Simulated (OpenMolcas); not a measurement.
# A workflow on CH3BCl2O (SMILES COB(Cl)Cl)

We compute a single-point energy (HF/ANO-RCC-MB), then the energy (CASSCF(2,2)/ANO-RCC-VDZP), then the energy along one coordinate (CASPT2(2,2)/ANO-RCC-VDZP), then the energy along one coordinate (SC-NEVPT2(2,2)/ANO-RCC-VDZP), then an energy scan (MC-PDFT[tPBE](2,2)/ANO-RCC-VDZP) of CH3BCl2O. 

Program for the calculation: OpenMolcas 26.06.

## Step 1: The structure to begin with

CH3BCl2O: 8 atoms, total charge 0, spin state singlet. As SMILES, `COB(Cl)Cl`. The shape is that of a PBE0-D4/def2-TZVP optimisation.

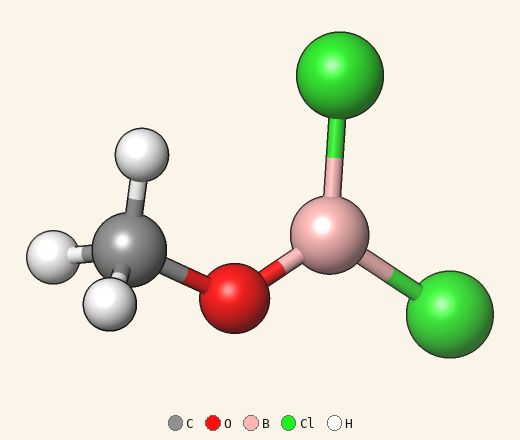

The structure, seen from a chosen angle (carbon grey, oxygen red, boron pink, chlorine green, hydrogen white).

## Step 2: The energy at HF/ANO-RCC-MB (DKH2) (run 1)

The input, coord.xyz:

```xyz
8

C     -0.173000    -0.644100     0.940400
O      0.000100    -0.547100    -0.462300
B      0.213000     0.573500    -1.147500
Cl     0.382900     0.455700    -2.887600
Cl     0.331800     2.160700    -0.389600
H      0.452100    -1.462400     1.297300
H      0.104200     0.282000     1.445200
H     -1.218800    -0.875400     1.148200
```

The input, step1.inp:

```
* CH3BCl2O Hartree-Fock

&GATEWAY
  Coord = coord.xyz
  Basis = ANO-RCC-MB
  Group = NoSym

&SEWARD

&SCF
  PrOrbitals = 0

&LOCALISATION
  Occupied
  Freeze
  Pipek-Mezey

&LOCALISATION
  FileOrb = $Project.LocOrb
  Virtual
  Pipek-Mezey
```

The run is started by

```sh
export MOLCAS_MEM=1860
pymolcas step1.inp > step1.log
```

Output:

```text
--- Start Module: gateway ---
[...]
--- Stop Module: gateway /rc=_RC_ALL_IS_WELL_ ---
[...]
      Basis functions           36
[...]
       Convergence after  10 Iterations
[...]
::    Total SCF energy                              -1060.9506451894
[...]
      Total spin, S                                     0.0000000000
[...]
      Total electronic charge=   56.000000
      Total            charge=   -0.000000
[...]
      Dipole Moment (debye):
      Origin of the operator (angstrom)=    0.2197    0.7078   -1.0666
                   X= -4.5128E-01               Y= -1.0014E+00               Z=  2.8815E+00           Total=  3.0838E+00
      Quadrupole Moment (debye*angstrom):
[...]
--- Start Module: localisation ---
[...]
--- Stop Module: localisation /rc=_RC_ALL_IS_WELL_ ---
--- Start Module: localisation ---
[...]
--- Stop Module: localisation /rc=_RC_ALL_IS_WELL_ ---
[...]
```

Wall time 3.6 s (1 thread of Arm Neoverse V2, shared host); peak memory 0.38 GiB.

## Step 3: A single-point energy at CASSCF(2,2)/ANO-RCC-VDZP (DKH2, RICD fitting) (run 2)

coord.xyz is that of step 2.

The input, step2.inp:

```
* CH3BCl2O CASSCF
&GATEWAY
Coord=coord.xyz
Basis=ANO-RCC-MB
Group=NoSym
&SEWARD
&RASSCF
FileOrb=$CurrDir/step1.LocOrb
Alter=2
1 24 28
1 29 31
Spin=1
Nactel=2 0 0
Inactive=27
Ras2=2
OrbListing=Nothing
>>> COPY $Project.RunFile RUNFIL1
>>> COPY $Project.RasOrb INPORB
&GATEWAY
Coord=coord.xyz
Basis=ANO-RCC-VDZP
Group=NoSym
RICD
&SEWARD
>>> COPY $Project.RunFile RUNFIL2
&EXPBAS
&RASSCF
FileOrb=$Project.ExpOrb
Spin=1
Nactel=2 0 0
Inactive=27
Ras2=2
OrbListing=Nothing
```

The run is started by

```sh
export MOLCAS_MEM=1860
pymolcas step2.inp > step2.log
```

Output:

```text
--- Start Module: gateway ---
[...]
--- Stop Module: gateway /rc=_RC_ALL_IS_WELL_ ---
[...]
      Basis functions           36
[...]
      Number of active orbitals                  2
[...]
      Spin quantum number                      0.0
[...]
      Active orbitals                            2
[...]
      Number of CSFs                             3
[...]
      Number of root(s) required                 1
[...]
      Convergence after 11 iterations
[...]
      printout of CI-coefficients larger than  0.05 for root  1
      energy=   -1060.959178
      conf/sym  11     Coeff  Weight
             1  20   0.99660 0.99321
             3  02  -0.08237 0.00679
      Natural orbitals and occupation numbers for root  1
      sym 1:   1.986430   0.013570
      ************************************************************************************************************************
      *                                                    Final results                                                     *
[...]
::    RASSCF root number  1 Total energy:  -1060.95917839
[...]
      Basis functions           93
[...]
--- Start Module: expbas ---
[...]
--- Stop Module: expbas /rc=_RC_ALL_IS_WELL_ ---
--- Start Module: rasscf ---
[...]
      Convergence after 17 iterations
[...]
      Natural orbitals and occupation numbers for root  1
      sym 1:   1.983404   0.016596
      ************************************************************************************************************************
      *                                                    Final results                                                     *
[...]
::    RASSCF root number  1 Total energy:  -1061.28554230
[...]
      Total electronic charge=   56.000000
      Total            charge=   -0.000000
[...]
      Dipole Moment (debye):
      Origin of the operator (angstrom)=    0.2197    0.7078   -1.0666
                   X= -3.6339E-01               Y= -7.6219E-01               Z=  2.3953E+00           Total=  2.5398E+00
      Quadrupole Moment (debye*angstrom):
[...]
--- Stop Module: rasscf /rc=_RC_ALL_IS_WELL_ ---
[...]
```

It took 12 s on 1 thread of Arm Neoverse V2, shared host; peak memory 0.38 GiB.

## Step 4: An energy scan at CASPT2(2,2)/ANO-RCC-VDZP (DKH2, RICD fitting, ipea shift 0.25 Eh, pt2 variant SS) (run 3)

The input, step3.inp:

```
* CH3BCl2O CASPT2
>>> COPY $CurrDir/step2.RasOrb $Project.RasOrb
>>> ForEach K in (1, 2, 3, 4, 5, 6, 7, 8, 9)

&GATEWAY
  COORD=$CurrDir/point$K.xyz
  BASIS=ANO-RCC-VDZP
  GROUP=NoSym
  RICD

&SEWARD

&RASSCF
  FILEORB=$Project.RasOrb
  SPIN=1
  NACTEL=2 0 0
  INACTIVE=27
  RAS2=2
  ORBLISTING=Nothing

&CASPT2
  IMAGINARY=0.2
  FROZEN=13
>>> EndDo
```

The run is started by

```sh
export MOLCAS_MEM=1860
pymolcas step3.inp > step3.log
```

Output:

```text
[...]
      Basis functions           93
[...]
      Number of active orbitals                  2
[...]
      Spin quantum number                      0.0
[...]
      Active orbitals                            2
[...]
      Number of CSFs                             3
[...]
      Number of root(s) required                 1
[...]
      Convergence after 14 iterations
[...]
      Natural orbitals and occupation numbers for root  1
      sym 1:   1.987657   0.012343
      ************************************************************************************************************************
      *                                                    Final results                                                     *
[...]
::    RASSCF root number  1 Total energy:  -1061.26206879
[...]
::    CASPT2 Root  1     Total energy:  -1061.95193772
[...]
      Convergence after 16 iterations
[...]
      Natural orbitals and occupation numbers for root  1
      sym 1:   1.983414   0.016586
      ************************************************************************************************************************
      *                                                    Final results                                                     *
[...]
      Convergence after 13 iterations
[...]
      Natural orbitals and occupation numbers for root  1
      sym 1:   1.771016   0.228984
      ************************************************************************************************************************
      *                                                    Final results                                                     *
[...]
      Convergence after 12 iterations
[...]
      Natural orbitals and occupation numbers for root  1
      sym 1:   1.482289   0.517711
      ************************************************************************************************************************
      *                                                    Final results                                                     *
[...]
      Convergence after 10 iterations
[...]
      Natural orbitals and occupation numbers for root  1
      sym 1:   1.183872   0.816128
      ************************************************************************************************************************
      *                                                    Final results                                                     *
[...]
::    RASSCF root number  1 Total energy:  -1061.12620108
[...]
::    CASPT2 Root  1     Total energy:  -1061.79142786
[...]
      Convergence after  8 iterations
[...]
::    RASSCF root number  1 Total energy:  -1061.12464252
[...]
::    CASPT2 Root  1     Total energy:  -1061.78837154
[...]
```

Wall time 71 s (1 thread of Arm Neoverse V2, shared host); peak memory 0.083 GiB.

The scan, from its lowest point:

```
Cl4–B3 (Å)  energy (kJ/mol)
     1.577             55.3
     1.752              0.0
     1.928             22.3
     2.190            107.1
     2.541            230.7
     2.979            352.0
     3.505            439.1
     4.206            476.7
     5.257            484.7
```

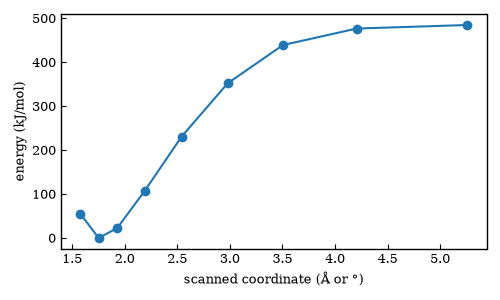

Energy along the scan.

## Step 5: The energy along one coordinate at SC-NEVPT2(2,2)/ANO-RCC-VDZP (DKH2, RICD fitting, pt2 variant SC-NEVPT2) (run 4)

The input, step4.input:

```
>>> COPY $CurrDir/step2.RasOrb $Project.RasOrb
>>> ForEach K in (1, 2, 3, 4, 5, 6, 7, 8, 9)

&gateway
 coord
 $CurrDir/point$K.xyz
 basis
 ANO-RCC-VDZP
 group
 NoSym
 ricd

&seward

&rasscf
 fileorb
 $Project.RasOrb
 spin
 1
 nactel
 2 0 0
 inactive
 27
 ras2
 2
 orblisting
 Nothing

&caspt2
 sc-nevpt2
 frozen
 13
>>> EndDo
```

The run is started by

```sh
export MOLCAS_MEM=1860
pymolcas step4.input > step4.log
```

Output:

```text
[...]
      Basis functions           93
[...]
      Number of active orbitals                  2
[...]
      Spin quantum number                      0.0
[...]
      Active orbitals                            2
[...]
      Number of CSFs                             3
[...]
      Number of root(s) required                 1
[...]
      Convergence after 14 iterations
[...]
      printout of CI-coefficients larger than  0.05 for root  1
      energy=   -1061.262069
      conf/sym  11     Coeff  Weight
             1  20   0.99691 0.99383
             3  02  -0.07856 0.00617
      Natural orbitals and occupation numbers for root  1
      sym 1:   1.987657   0.012343
      ************************************************************************************************************************
      *                                                    Final results                                                     *
[...]
::    RASSCF root number  1 Total energy:  -1061.26206879
[...]
      E2 (Variational):          -0.6914205656
[...]
::    SC-NEVPT2 Root  1     Total energy:  -1061.95344520
[...]
      Convergence after 16 iterations
[...]
      Natural orbitals and occupation numbers for root  1
      sym 1:   1.983414   0.016586
      ************************************************************************************************************************
      *                                                    Final results                                                     *
[...]
      Convergence after 13 iterations
[...]
      Natural orbitals and occupation numbers for root  1
      sym 1:   1.771016   0.228984
      ************************************************************************************************************************
      *                                                    Final results                                                     *
[...]
      Convergence after 12 iterations
[...]
      Natural orbitals and occupation numbers for root  1
      sym 1:   1.482289   0.517711
      ************************************************************************************************************************
      *                                                    Final results                                                     *
[...]
      Convergence after 10 iterations
[...]
::    RASSCF root number  1 Total energy:  -1061.12620108
[...]
::    SC-NEVPT2 Root  1     Total energy:  -1061.78745367
[...]
      Convergence after  8 iterations
[...]
::    RASSCF root number  1 Total energy:  -1061.12464252
[...]
      E2 (Variational):          -0.6599622055
[...]
      Reference weight:           0.80612
[...]
::    SC-NEVPT2 Root  1     Total energy:  -1061.78460473
[...]
```

Wall time 69 s (1 thread of Arm Neoverse V2, shared host); peak memory 0.083 GiB.

The scan, from its lowest point:

```
Cl4–B3 (Å)  energy (kJ/mol)
     1.577             53.5
     1.752              0.0
     1.928             25.6
     2.190            110.3
     2.541            235.2
     2.979            361.0
     3.505            452.2
     4.206            489.4
     5.257            496.8
```

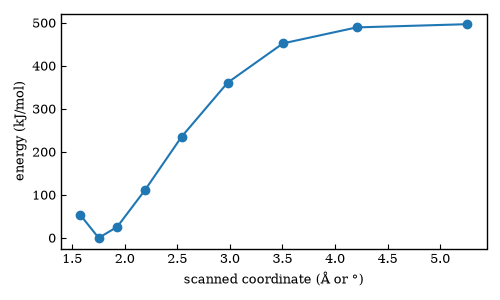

Energy along the scan.

## Step 6: The energy along one coordinate at MC-PDFT[tPBE](2,2)/ANO-RCC-VDZP (DKH2, RICD fitting) (run 5)

The input, step5.inp:

```
* CH3BCl2O MC-PDFT
>>> COPY $CurrDir/step2.RasOrb $Project.RasOrb
>>> ForEach K in (1, 2, 3, 4, 5, 6, 7, 8, 9)

&gateway
  coord=$CurrDir/point$K.xyz
  basis=ANO-RCC-VDZP
  group=NoSym
  ricd

&seward

&rasscf
  fileorb=$Project.RasOrb
  spin=1
  nactel=2 0 0
  inactive=27
  ras2=2
  orblisting=Nothing

&mcpdft
  ksdft=T:PBE
>>> EndDo
```

The run is started by

```sh
export MOLCAS_MEM=1860
pymolcas step5.inp > step5.log
```

Output:

```text
--- Start Module: gateway ---
[...]
      Basis functions           93
[...]
      Number of active orbitals                  2
[...]
      Spin quantum number                      0.0
[...]
      Active orbitals                            2
[...]
      Number of CSFs                             3
[...]
      Number of root(s) required                 1
[...]
      Convergence after 14 iterations
[...]
      printout of CI-coefficients larger than  0.05 for root  1
      energy=   -1061.262069
      conf/sym  11     Coeff  Weight
             1  20   0.99691 0.99383
             3  02  -0.07856 0.00617
      Natural orbitals and occupation numbers for root  1
      sym 1:   1.987657   0.012343
      ************************************************************************************************************************
      *                                                    Final results                                                     *
[...]
::    RASSCF root number  1 Total energy:  -1061.26206879
[...]
::    MCPDFT root number  1 Total energy:  -1062.91472469
[...]
      Convergence after 16 iterations
[...]
      Natural orbitals and occupation numbers for root  1
      sym 1:   1.983414   0.016586
      ************************************************************************************************************************
      *                                                    Final results                                                     *
[...]
      Convergence after 13 iterations
[...]
      Natural orbitals and occupation numbers for root  1
      sym 1:   1.771016   0.228984
      ************************************************************************************************************************
      *                                                    Final results                                                     *
[...]
      Convergence after 12 iterations
[...]
      Natural orbitals and occupation numbers for root  1
      sym 1:   1.482289   0.517711
      ************************************************************************************************************************
      *                                                    Final results                                                     *
[...]
      Convergence after 10 iterations
[...]
::    RASSCF root number  1 Total energy:  -1061.12620108
[...]
::    MCPDFT root number  1 Total energy:  -1062.74107513
[...]
      Convergence after  8 iterations
[...]
::    RASSCF root number  1 Total energy:  -1061.12464252
[...]
      Total electronic charge=   56.000000
      Total            charge=   -0.000000
[...]
::    MCPDFT root number  1 Total energy:  -1062.73774191
[...]
```

It took 76 s on 1 thread of Arm Neoverse V2, shared host; peak memory 0.083 GiB.

The scan, from its lowest point:

```
Cl4–B3 (Å)  energy (kJ/mol)
     1.577             52.9
     1.752              0.0
     1.928             21.7
     2.190            103.8
     2.541            224.2
     2.979            349.5
     3.505            458.0
     4.206            508.8
     5.257            517.6
```

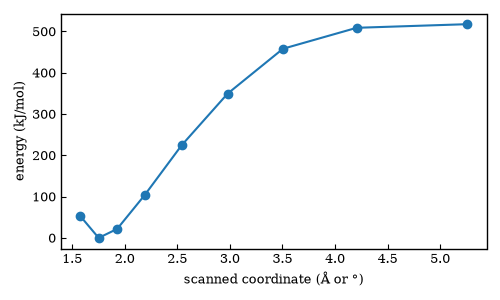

Energy along the scan.

## Step 7: Summary of results

| quantity | value |
| --- | --- |
| run 1, HF/ANO-RCC-MB: total energy | -1060.95065 Eh |
| run 1, HF/ANO-RCC-MB: dipole moment | 3.08 D |
| run 1, HF/ANO-RCC-MB: HOMO energy | -13.11 eV |
| run 1, HF/ANO-RCC-MB: LUMO energy | 2.75 eV |
| run 1, HF/ANO-RCC-MB: HOMO–LUMO gap | 15.86 eV |
| run 2, CASSCF(2,2)/ANO-RCC-VDZP: total energy | -1061.28554 Eh |
| run 2, CASSCF(2,2)/ANO-RCC-VDZP: dipole moment (CASSCF density) | 2.54 D |
| run 3, CASPT2(2,2)/ANO-RCC-VDZP: lowest energy of the scan | -1061.97299 Eh |
| run 4, SC-NEVPT2(2,2)/ANO-RCC-VDZP: lowest energy of the scan | -1061.97384 Eh |
| run 5, MC-PDFT[tPBE](2,2)/ANO-RCC-VDZP: lowest energy of the scan | -1062.93488 Eh |

In words: Mulliken charges (run 1, HF/ANO-RCC-MB) run from -0.53 on O2 to +0.59 on B3; they depend strongly on the basis.
